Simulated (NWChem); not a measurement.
**Run report: CuH2 (charge −1), energy and gradient calculation**

The run: energy and gradient calculation of CuH2, charge −1. Method and program: PBE0/def2-SVP, RKS (NWChem 7.3.0).

The geometry comes from this level: GFN2-xTB.

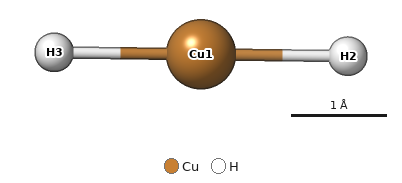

**Figure 1.** The structure as given in the input (ball-and-stick view, seen on its broad side; atoms are numbered from 1 in the order of the input). Sticks mark near contacts.

**Input file**
```
start cuh2
memory 2200 mb
charge -1
geometry units angstroms noautosym nocenter noautoz
  load cuh2.xyz
end
basis spherical bse
  * library def2-SVP
end
dft
  xc pbe0
  grid xfine
  convergence energy 1e-08
  maxiter 100
  mulliken
  noprint "final vectors analysis"
end
task dft gradient
```

**File cuh2.xyz**
```
3

Cu     0.000160     0.000090     0.000010
H     -0.017570    -0.021680     1.552660
H      0.017410     0.021590    -1.552670
```

Command:
```bash
nwchem cuh2.nw > cuh2.out
```

**Output**
```
Northwest Computational Chemistry Package (NWChem) 7.3.0
             --------------------------------------------------------

           Job information
           ---------------

    nwchem branch   = 7.3.0
    use scalapack   = T
    input           = cuh2.nw
    prefix          = cuh2.
    data base       = ./cuh2.db
    status          = startup
    nproc           =        1

           Memory information
           ------------------

    heap     =     72089596 doubles =      550.0 Mbytes
    stack    =     72089601 doubles =      550.0 Mbytes
    global   =    144179200 doubles =     1100.0 Mbytes (distinct from heap & stack)
    total    =    288358397 doubles =     2200.0 Mbytes
    verify   = yes
    hardfail = no

           Directory information
           ---------------------

  0 permanent = .
  0 scratch   = .

                                NWChem Input Module
                                -------------------

 Scaling coordinates for geometry "geometry" by  1.889725989
 (inverse scale =  0.529177249)

                             Geometry "geometry" -> ""
                             -------------------------

 Output coordinates in angstroms (scale by  1.889725989 to convert to a.u.)

  No.       Tag          Charge          X              Y              Z
 ---- ---------------- ---------- -------------- -------------- --------------
    1 Cu                  29.0000     0.00016000     0.00009000     0.00001000
    2 H                    1.0000    -0.01757000    -0.02168000     1.55266000
    3 H                    1.0000     0.01741000     0.02159000    -1.55267000

      Atomic Mass
      -----------

      Cu                62.929800
      H                  1.007825

 Effective nuclear repulsion energy (a.u.)      19.9346932241

            Nuclear Dipole moment (a.u.)
            ----------------------------
        X                 Y               Z
 ---------------- ---------------- ----------------
     0.0084659724     0.0047621095     0.0005291233

            XYZ format geometry
            -------------------
     3
 geometry
 Cu                    0.00016000     0.00009000     0.00001000
 H                    -0.01757000    -0.02168000     1.55266000
 H                     0.01741000     0.02159000    -1.55267000

 ==============================================================================
                                internuclear distances
 ------------------------------------------------------------------------------
       center one      |      center two      | atomic units |  angstroms
 ------------------------------------------------------------------------------
    2 H                |   1 Cu               |     2.93456  |     1.55290
    3 H                |   1 Cu               |     2.93460  |     1.55292
 ------------------------------------------------------------------------------
                         number of included internuclear distances:          2
 ==============================================================================

 ==============================================================================
                                 internuclear angles
 ------------------------------------------------------------------------------
        center 1       |       center 2       |       center 3       |  degrees
 ------------------------------------------------------------------------------
    2 H                |   1 Cu               |   3 H                |   179.98
 ------------------------------------------------------------------------------
                            number of included internuclear angles:          1
 ==============================================================================

 Summary of "ao basis" -> "" (spherical)
 ------------------------------------------------------------------------------
       Tag                 Description            Shells   Functions and Types
 ---------------- ------------------------------  ------  ---------------------
 *                          def2-SVP                  on all atoms

                                 NWChem DFT Module
                                 -----------------

                      Basis "ao basis" -> "ao basis" (spherical)
                      -----
  [basis functions not shown]

 Summary of "ao basis" -> "ao basis" (spherical)
 ------------------------------------------------------------------------------
       Tag                 Description            Shells   Functions and Types
 ---------------- ------------------------------  ------  ---------------------
 Cu                         def2-SVP                11       31   5s3p2d1f
 H                          def2-SVP                 3        5   2s1p

 Summary of "ao basis" -> "ao basis" (spherical)
 ------------------------------------------------------------------------------
       Tag                 Description            Shells   Functions and Types
 ---------------- ------------------------------  ------  ---------------------
 Cu                         def2-SVP                11       31   5s3p2d1f
 H                          def2-SVP                 3        5   2s1p

  Caching 1-el integrals
  itol2e modified to match energy
  convergence criterion.
  tol_rho modified to match energy
  convergence criterion.

            General Information
            -------------------
          SCF calculation type: DFT
          Wavefunction type:  closed shell.
          No. of atoms     :     3
          No. of electrons :    32
           Alpha electrons :    16
            Beta electrons :    16
          Charge           :    -1
          Spin multiplicity:     1
          Use of symmetry is: off; symmetry adaption is: off
          Maximum number of iterations: 100
          AO basis - number of functions:    41
                     number of shells:    17
          Convergence on energy requested:  1.00D-08
          Convergence on density requested:  1.00D-05
          Convergence on gradient requested:  5.00D-04

              XC Information
              --------------
                         PBE0 Method XC Functional
                     Hartree-Fock (Exact) Exchange  0.250
          PerdewBurkeErnzerhof Exchange Functional  0.750
            Perdew 1991 LDA Correlation Functional  1.000 local
           PerdewBurkeErnz. Correlation Functional  1.000 non-local

             Grid Information
             ----------------
          Grid used for XC integration:  xfine
          Radial quadrature: Mura-Knowles
          Angular quadrature: Lebedev.
          Tag              B.-S. Rad. Rad. Pts. Rad. Cut. Ang. Pts.
          ---              ---------- --------- --------- ---------
          Cu                  1.35      160          10.0      1454
          H                   0.35      100          10.0      1202
          Grid pruning is: on
          Number of quadrature shells:   360
          Spatial weights used:  Erf1

          Convergence Information
          -----------------------
          Convergence aids based upon iterative change in
          total energy or number of iterations.
          Levelshifting, if invoked, occurs when the
          HOMO/LUMO gap drops below (HL_TOL):  1.00D-02
          DIIS, if invoked, will attempt to extrapolate
          using up to (NFOCK): 10 stored Fock matrices.

                    Damping( 0%)  Levelshifting(0.5)       DIIS
                  --------------- ------------------- ---------------
          dE  on:    start            ASAP                start
          dE off:    2 iters        100 iters           100 iters

      Screening Tolerance Information
      -------------------------------
          Density screening/tol_rho:  1.00D-11
          AO Gaussian exp screening on grid/accAOfunc:  18
          CD Gaussian exp screening on grid/accCDfunc:  20
          XC Gaussian exp screening on grid/accXCfunc:  20
          Schwarz screening/accCoul:  1.00D-09

      Superposition of Atomic Density Guess
      -------------------------------------

 Sum of atomic energies:       -1639.68378398

 Renormalizing density from      31.00 to     32

      Non-variational initial energy
      ------------------------------

 Total energy =   -1670.781614
 1-e energy   =   -2397.242452
 2-e energy   =     706.526145
 HOMO         =       0.307327
 LUMO         =       0.344529

   Time after variat. SCF:      0.1

     ---------------------------------------------
      Total Density - Mulliken Population Analysis
     ---------------------------------------------

    Atom       Charge   Shell Charges
 -----------   ------   -------------------------------------------------------
    1 Cu  29    28.77   2.00  2.00  1.99  0.50  1.46  6.00  5.95  0.01  5.92  2.94  0.00
    2 H    1     1.62   0.74  0.87  0.01
    3 H    1     1.62   0.74  0.87  0.01
   Time prior to 1st pass:      0.1

 Grid_pts file          = ./cuh2.gridpts.0
 Record size in doubles =  12289        No. of grid_pts per rec  =   3070
 Max. records in memory =    189        Max. recs in file   = *********

           Memory utilization after 1st SCF pass:
           Heap Space remaining (MW):       36.21            36208748
          Stack Space remaining (MW):       72.09            72089252

   convergence    iter        energy       DeltaE   RMS-Dens  Diis-err    time
 ---------------- ----- ----------------- --------- --------- ---------  ------
 d= 0,ls=0.0,diis     1  -1639.5319237288 -1.66D+03  1.31D-01  2.66D+01     0.5
 Grid integrated density:      32.000000724865
 Requested integration accuracy:   0.10E-07
 d= 0,ls=0.0,diis     2  -1639.0084522055  5.23D-01  9.32D-02  1.78D+01     0.8
 d= 0,ls=0.0,diis     3  -1641.0085337436 -2.00D+00  2.26D-02  2.93D+00     1.1
 Grid integrated density:      32.000000434210
 Requested integration accuracy:   0.10E-07
 d= 0,ls=0.0,diis     4  -1641.2078160840 -1.99D-01  7.06D-03  3.80D-02     1.4
 Grid integrated density:      32.000000469840
 Requested integration accuracy:   0.10E-07
 d= 0,ls=0.0,diis     5  -1641.2113939318 -3.58D-03  9.36D-04  5.34D-03     1.7
  Resetting Diis
 d= 0,ls=0.0,diis     6  -1641.2117511393 -3.57D-04  3.12D-04  8.09D-04     2.0
 d= 0,ls=0.0,diis     7  -1641.2118072054 -5.61D-05  1.72D-04  1.45D-05     2.3
 d= 0,ls=0.0,diis     8  -1641.2118019902  5.22D-06  1.27D-04  8.64D-05     2.6
 d= 0,ls=0.0,diis     9  -1641.2118082324 -6.24D-06  1.90D-06  7.47D-09     2.9
 d= 0,ls=0.0,diis    10  -1641.2118082331 -6.71D-10  3.97D-07  1.42D-11     3.2

         Total DFT energy =    -1641.211808233102
      One electron energy =    -2335.624366837805
           Coulomb energy =      742.300392715010
    Exchange-Corr. energy =      -67.822527334382
 Nuclear repulsion energy =       19.934693224075

 Numeric. integr. density =       32.000000266839

     Total iterative time =      3.1s

     ---------------------------------------------
      Total Density - Mulliken Population Analysis
     ---------------------------------------------

    Atom       Charge   Shell Charges
 -----------   ------   -------------------------------------------------------
    1 Cu  29    29.18   2.00  2.00  2.00  0.78  0.43  6.00  6.00  0.23  7.82  1.92  0.00
    2 H    1     1.41   0.67  0.74  0.01
    3 H    1     1.41   0.67  0.74  0.01

     -------------------------------------------
      Total Density - Lowdin Population Analysis
     -------------------------------------------

    Atom       Charge   Shell Charges
 -----------   ------   -------------------------------------------------------
    1 Cu  29    29.34   2.00  2.00  1.97  0.64  0.48  5.99  5.90  0.59  7.62  2.14  0.00
    2 H    1     1.33   0.62  0.69  0.02
    3 H    1     1.33   0.62  0.69  0.02

 center of mass
 --------------
 x =   0.00028828 y =   0.00016216 z =   0.00001802

 moments of inertia (a.u.)
 ------------------
          17.356119768635          -0.002723927437           0.195470089322
          -0.002723927437          17.354952718548           0.241795064533
           0.195470089322           0.241795064533           0.005571601057

     Multipole analysis of the density
     ---------------------------------

     L   x y z        total         alpha         beta         nuclear
     -   - - -        -----         -----         ----         -------
     0   0 0 0     -1.000000    -16.000000    -16.000000     31.000000

     1   1 0 0      0.000069     -0.004199     -0.004199      0.008466
     1   0 1 0      0.000039     -0.002362     -0.002362      0.004762
     1   0 0 1      0.000012     -0.000258     -0.000258      0.000529

     2   2 0 0    -14.802499     -7.402343     -7.402343      0.002187
     2   1 1 0     -0.001218     -0.001961     -0.001961      0.002704
     2   1 0 1      0.087393      0.140672      0.140672     -0.193952
     2   0 2 0    -14.803021     -7.403183     -7.403183      0.003344
     2   0 1 1      0.108104      0.174011      0.174011     -0.239918
     2   0 0 2    -22.559754    -19.888887    -19.888887     17.218019

            General Information
            -------------------
          SCF calculation type: DFT
          Wavefunction type:  closed shell.
          No. of atoms     :     3
          No. of electrons :    32
           Alpha electrons :    16
            Beta electrons :    16
          Charge           :    -1
          Spin multiplicity:     1
          Use of symmetry is: off; symmetry adaption is: off
          Maximum number of iterations: 100
          AO basis - number of functions:    41
                     number of shells:    17
          Convergence on energy requested:  1.00D-08
          Convergence on density requested:  1.00D-05
          Convergence on gradient requested:  5.00D-04

              XC Information
              --------------
                         PBE0 Method XC Functional
                     Hartree-Fock (Exact) Exchange  0.250
          PerdewBurkeErnzerhof Exchange Functional  0.750
            Perdew 1991 LDA Correlation Functional  1.000 local
           PerdewBurkeErnz. Correlation Functional  1.000 non-local

             Grid Information
             ----------------
          Grid used for XC integration:  xfine
          Radial quadrature: Mura-Knowles
          Angular quadrature: Lebedev.
          Tag              B.-S. Rad. Rad. Pts. Rad. Cut. Ang. Pts.
          ---              ---------- --------- --------- ---------
          Cu                  1.35      160          10.0      1454
          H                   0.35      100          10.0      1202
          Grid pruning is: on
          Number of quadrature shells:   360
          Spatial weights used:  Erf1

          Convergence Information
          -----------------------
          Convergence aids based upon iterative change in
          total energy or number of iterations.
          Levelshifting, if invoked, occurs when the
          HOMO/LUMO gap drops below (HL_TOL):  1.00D-02
          DIIS, if invoked, will attempt to extrapolate
          using up to (NFOCK): 10 stored Fock matrices.

                    Damping( 0%)  Levelshifting(0.5)       DIIS
                  --------------- ------------------- ---------------
          dE  on:    start            ASAP                start
          dE off:    2 iters        100 iters           100 iters

      Screening Tolerance Information
      -------------------------------
          Density screening/tol_rho:  1.00D-11
          AO Gaussian exp screening on grid/accAOfunc:  18
          CD Gaussian exp screening on grid/accCDfunc:  20
          XC Gaussian exp screening on grid/accXCfunc:  20
          Schwarz screening/accCoul:  1.00D-09

                            NWChem DFT Gradient Module
                            --------------------------

  charge          =  -1.00
  wavefunction    = closed shell

                         DFT ENERGY GRADIENTS

    atom               coordinates                        gradient
                 x          y          z           x          y          z
   1 Cu      0.000302   0.000170   0.000019    0.000017   0.000009   0.000004
   2 H      -0.033202  -0.040969   2.934102    0.000038   0.000052  -0.004097
   3 H       0.032900   0.040799  -2.934121   -0.000055  -0.000062   0.004093

                 ----------------------------------------
                 |  Time  |  1-e(secs)   |  2-e(secs)   |
                 ----------------------------------------
                 |  CPU   |       0.00   |       0.17   |
                 ----------------------------------------
                 |  WALL  |       0.00   |       0.17   |
                 ----------------------------------------

 Task  times  cpu:        3.6s     wall:        3.6s
 Total times  cpu:        3.6s     wall:        3.6s
```

**Summary**

- outcome: converged
- total energy: −1641.211808 hartree
- basis functions: 41
- largest force: 0.211 eV/Å
- hardware: 1 thread of AMD EPYC (Zen 5), 16 GiB of memory available, shared host
- wall time: 4.2 s
- peak memory: 0.12 GiB

**Remarks**

Further notes kept with the run: grid integrates the density poorly.
